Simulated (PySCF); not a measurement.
# WOCl₂: structure of the triplet

The task is one start of a wider search on WOCl₂: the triplet, from a trigonal pyramidal start. It is relaxed, tested by its Hessian and followed downhill if it is a saddle.

Program: PySCF 2.14.0. Level of theory: PBE0, basis W def2-TZVP with ECP60, O def2-TZVP, Cl def2-TZVP, scalar-relativistic core potentials, no spin–orbit coupling, density fitting. These are calculated values, not measurements.

**1. Where the work starts**

4 atoms, charge 0, spin multiplicity 3.

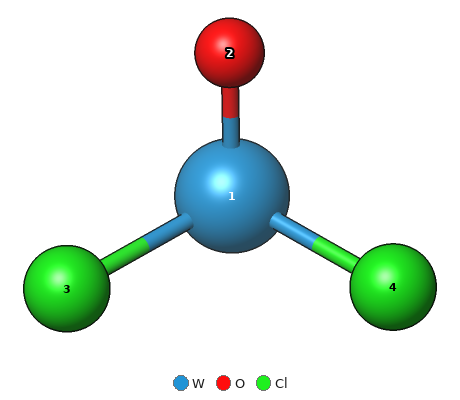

The starting geometry (tungsten blue, oxygen red, chlorine green); atoms are numbered from 1 in the order of the file.

Z-matrix (Å, degrees; charge 0 multiplicity 3):
```
W
O  1 1.7700
Cl 1 2.3601 2 99.75
Cl 1 2.3600 2 99.75 3 -101.77
```

**2. Finding the electronic state**

The steps below are one call of a driver around PySCF. For each, scf.py gives the equivalent set-up of the SCF; relaxations use the driver's own optimiser. After this first run the driver tries any further starts and a stability analysis.

Input file scf.py:

```python
from pyscf import gto, scf, dft
mol = gto.M(atom='''
W     -0.000000    -0.380280     0.000000
O      1.769970    -0.374150     0.000010
Cl    -0.404800     1.085790    -1.804620
Cl    -0.404790     1.085780     1.804610''',
    basis={'W': 'def2-TZVP', 'O': 'def2-TZVP', 'Cl': 'def2-TZVP'},
    ecp={'W': 'def2-TZVP'},
    charge=0, spin=2)
mf = dft.UKS(mol, xc='PBE0')
mf.grids.atom_grid = (50, 194)
aux = {'W': 'def2-universal-JKFIT', 'O': 'def2-universal-JKFIT', 'Cl': 'def2-universal-JKFIT'}
mf = mf.density_fit(auxbasis=aux)
mf.conv_tol = 1e-08
mf.diis_space = 10
mf.max_cycle = 60
mf.init_guess = 'minao'
mf.verbose = 4
mf.kernel()
```

Launch:

```
OMP_NUM_THREADS=4 python axn.py task.json out
```

Log:

```text
init E= -1042.51331268582
[... the frontier-level lines of each cycle are left out ...]
cycle= 1 E= -1061.99037272186  delta_E= -19.5  |g|= 1.02  |ddm|= 5.55
cycle= 2 E= -1053.43520156202  delta_E= 8.56  |g|= 3.82  |ddm|=  2.8
cycle= 3 E= -1062.4380932099  delta_E=   -9  |g|= 0.218  |ddm|= 2.37
cycle= 4 E= -1062.44708576413  delta_E= -0.00899  |g|= 0.182  |ddm|= 0.316
cycle= 5 E= -1062.46054945903  delta_E= -0.0135  |g|= 0.047  |ddm|= 0.157
cycle= 6 E= -1062.46146090631  delta_E= -0.000911  |g|= 0.0363  |ddm|= 0.0566
cycle= 7 E= -1062.46212539171  delta_E= -0.000664  |g|= 0.013  |ddm|= 0.0284
cycle= 8 E= -1062.46238474695  delta_E= -0.000259  |g|= 0.00455  |ddm|= 0.0375
cycle= 9 E= -1062.46247162295  delta_E= -8.69e-05  |g|= 0.00242  |ddm|= 0.0237
cycle= 10 E= -1062.46251171425  delta_E= -4.01e-05  |g|= 0.00133  |ddm|= 0.0203
cycle= 11 E= -1062.46252067887  delta_E= -8.96e-06  |g|= 0.000448  |ddm|= 0.0115
cycle= 12 E= -1062.4625213237  delta_E= -6.45e-07  |g|= 0.000209  |ddm|= 0.00248
cycle= 13 E= -1062.46252148262  delta_E= -1.59e-07  |g|= 0.000102  |ddm|= 0.00114
cycle= 14 E= -1062.46252150536  delta_E= -2.27e-08  |g|= 2.9e-05  |ddm|= 0.000384
cycle= 15 E= -1062.46252150836  delta_E= -3e-09  |g|= 1.51e-05  |ddm|= 0.000125
Extra cycle  E= -1062.46252150898  delta_E= -6.14e-10  |g|= 1.16e-05  |ddm|= 4.51e-05
converged SCF energy = -1062.46252150898  <S^2> = 2.0310801  2S+1 = 3.020649
```

This step, with its further starts and checks, ran for 26 s (4 threads of Arm Neoverse V1, shared host).

Energies from each starting density:

```csv
start,energy (Eh)
the minimal-basis guess,-1062.462522
a thermally smeared density,-1062.462522
a smeared PBE density,-1062.462522
```

No lower solution of this spin turned up from the other starts or in the test of internal stability.

**3. Relaxation: trigonal pyramidal start, triplet**

The program finds Cs symmetry in the start, which this walk keeps. Threshold on the gradient: 0.0003 Eh/bohr, with a further test on the energy change.

scf.py, as its differences from that of step 2:

```diff
@@ -3,4 +3,4 @@
-W     -0.000000    -0.380280     0.000000
-O      1.769970    -0.374150     0.000010
-Cl    -0.404800     1.085790    -1.804620
-Cl    -0.404790     1.085780     1.804610''',
+W     -0.000000    -0.380280    -0.000000
+O      1.769970    -0.374150     0.000001
+Cl    -0.404794     1.085786    -1.804615
+Cl    -0.404796     1.085784     1.804615''',
@@ -17 +16,0 @@
-mf.init_guess = 'minao'
```

Steps of the walk:

```csv
step,energy (Eh),change (kJ/mol),largest symmetric gradient (Eh/bohr)
0,-1062.462522,0.00,0.10590
1,-1062.499725,-97.68,0.04518
2,-1062.513437,-133.68,0.05858
3,-1062.519966,-150.82,0.04085
4,-1062.524326,-162.27,0.00971
5,-1062.524875,-163.71,0.02334
6,-1062.525694,-165.86,0.00247
7,-1062.525773,-166.07,0.00107
8,-1062.525786,-166.10,0.00052
9,-1062.525787,-166.10,0.00012
```

The walk took 40 s.

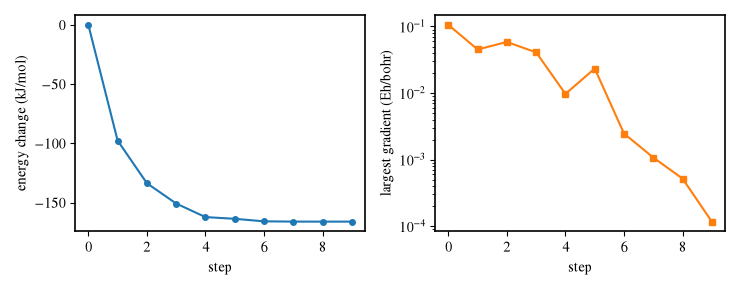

Energy and largest gradient along the walk.

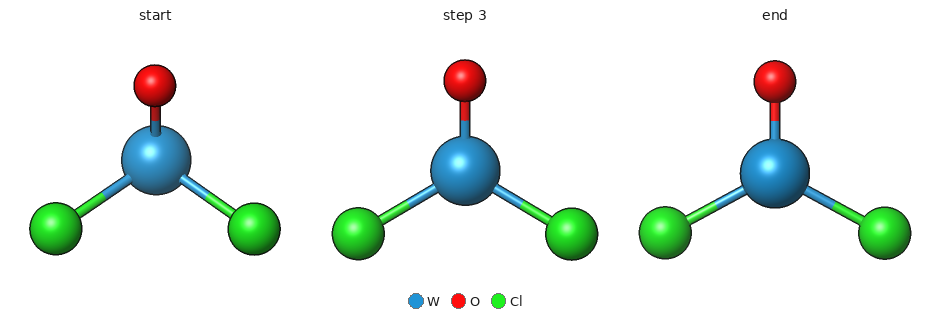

The geometry along the walk, at one scale.

It settles in C2v symmetry, 166.1 kJ/mol below the start, after 9 steps: W–Cl 2.273 Å (×2), W–O 1.676 Å; Cl–W–Cl 122.9°, Cl–W–O 118.5° (×2).

**4. Frequencies**

The point is checked on the finer grid, and tightened if its gradient asks for it. The Hessian and the dipole derivatives come from central differences of analytic gradients, with steps of 0.02 bohr.

scf.py, as its differences from that of step 3:

```diff
@@ -3,4 +3,4 @@
-W     -0.000000    -0.380280    -0.000000
-O      1.769970    -0.374150     0.000001
-Cl    -0.404794     1.085786    -1.804615
-Cl    -0.404796     1.085784     1.804615''',
+W      0.153641    -0.108418     0.000000
+O      1.523653    -1.075175     0.000000
+Cl    -0.743685     0.524788    -1.990274
+Cl    -0.743687     0.524785     1.990273''',
@@ -11 +11 @@
-mf.grids.atom_grid = (50, 194)
+mf.grids.atom_grid = (75, 302)
@@ -14 +14 @@
-mf.conv_tol = 1e-08
+mf.conv_tol = 1e-10
```

This SCF starts from the last density.

SCF at the final geometry:

```text
init E= -1062.5258474211
[... the frontier-level lines of each cycle are left out ...]
cycle= 1 E= -1062.52584742102  delta_E= 7.64e-11  |g|= 1.46e-05  |ddm|= 1.41e-05
cycle= 2 E= -1062.52584742057  delta_E= 4.58e-10  |g|= 3.71e-05  |ddm|= 2.81e-05
cycle= 3 E= -1062.5258474211  delta_E= -5.31e-10  |g|= 6.7e-06  |ddm|= 1.89e-05
cycle= 4 E= -1062.52584742112  delta_E= -2.52e-11  |g|= 1.15e-07  |ddm|= 4.68e-06
Extra cycle  E= -1062.52584742112  delta_E= -2.27e-12  |g|= 1.02e-07  |ddm|= 1.86e-07
converged SCF energy = -1062.52584742112  <S^2> = 2.0187998  2S+1 = 3.0125071
```

The whole step took 93 s.

Geometry: C2v; W–Cl 2.273 Å (×2), W–O 1.677 Å; Cl–W–Cl 122.2°, Cl–W–O 118.9° (×2).

Harmonic modes (main isotopes):

```tsv
symmetry	ω (cm⁻¹)	IR (km/mol)
a1	101	0.7
b1	109	8.9
b2	189	4.7
a1	397	18.6
b2	413	106
a1	1065	147
```

Every mode is real; the point is a minimum.

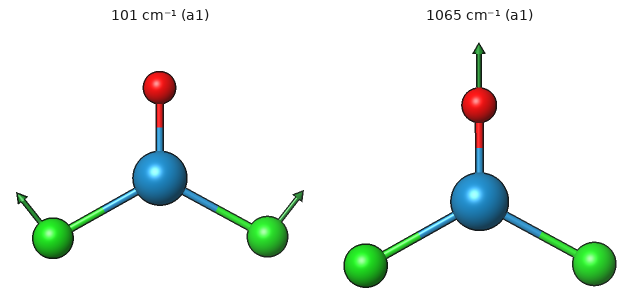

Displacements of 2 of the modes, as arrows (one member where a mode is degenerate).

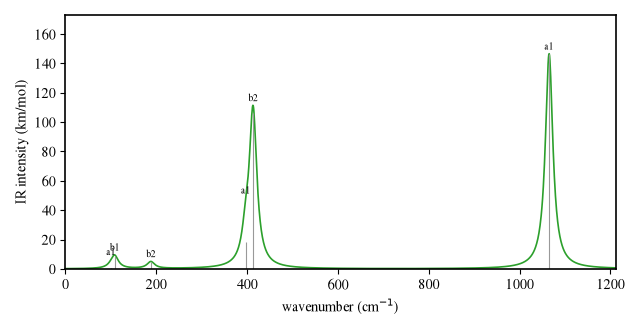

The harmonic infrared spectrum (widths in cm⁻¹). Lines are broadened to a width of 20 cm⁻¹ (Lorentzian).

Constants and moments:

```
Dipole moment                                                   : 0.68 D
Highest occupied level                                          : -6.92 eV
Lowest empty level                                              : -3.40 eV
Rotational constants                                            : 0.1404, 0.06085, 0.04245 cm⁻¹
Zero-point energy                                               : 13.6 kJ/mol
Principal polarisabilities                                      : 48.3, 62.8, 81.5 bohr³
Atomisation energy without zero-point energy                    : 1582 kJ/mol
Principal traceless quadrupole moments about the centre of mass : -3.56, -2.32, 5.88 D Å
Entropy at 298.15 K and 1 bar (electronic part: spin only)      : 344.5 J/(mol K)
Heat capacity Cp at 298.15 K                                    : 70.8 J/(mol K)
Enthalpy at 298.15 K above 0 K                                  : 16.92 kJ/mol
Rotational symmetry number                                      : 2
Spin squared ⟨S²⟩                                               : 2.019
```

Populations by atom (charges in e):

```
 atom  Mulliken  Löwdin  polar tensor  spin (Mulliken)  Mayer order to W1
   W1      1.09    0.16          1.75             2.11                  –
   O2     -0.42   -0.23         -0.71            -0.16               2.20
Cl3,4     -0.33    0.03         -0.52             0.03               1.08
```

Outer orbital energies (eV). α occupied: -11.67, -10.93, -10.40, -10.20, -10.07, -9.78, -8.00, -6.92; empty: -2.95, -1.90, -1.40, 0.01. β occupied: -12.24, -11.85, -11.68, -10.47, -10.24, -10.06, -9.99, -9.82; empty: -3.40, -2.70, -2.10, -1.33.

Mulliken populations on W1 (outside its core potential): s 2.58, p 6.31, d 3.93, f 0.10.

**5. What came out**

| quantity | value |
| --- | --- |
| minimum | triplet, C2v |
| geometry | W–Cl 2.273 Å (×2), W–O 1.677 Å; Cl–W–Cl 122.2°, Cl–W–O 118.9° (×2) |
| wavenumbers (cm⁻¹) | 101 (a1), 109 (b1), 189 (b2), 397 (a1), 413 (b2), 1065 (a1) |
| dipole moment | 0.68 D |
| highest occupied, lowest empty level (either spin) | -6.92, -3.40 eV |
| polar-tensor charge of W1 | +1.75 e |
| zero-point energy | 13.6 kJ/mol |
| entropy at 298.15 K | 344.5 J/(mol K) |
| atomisation energy (no zero-point energy) | 1582 kJ/mol |
| ⟨S²⟩ | 2.019 |

**Reading.** From Cs at the start the molecule goes to a C2v minimum. In the infrared the band at 1065 cm⁻¹ (a1, stretch) leads. Most of the spin sits on W1 (Mulliken spin 2.11, against 2 for the whole molecule). Other starts or spin states, not run here, may lie lower. One determinant may miss the lowest occupation of an open d or f shell. Spin–orbit coupling, left out here, can matter for elements this heavy.

The search up to here took 2.6 min.
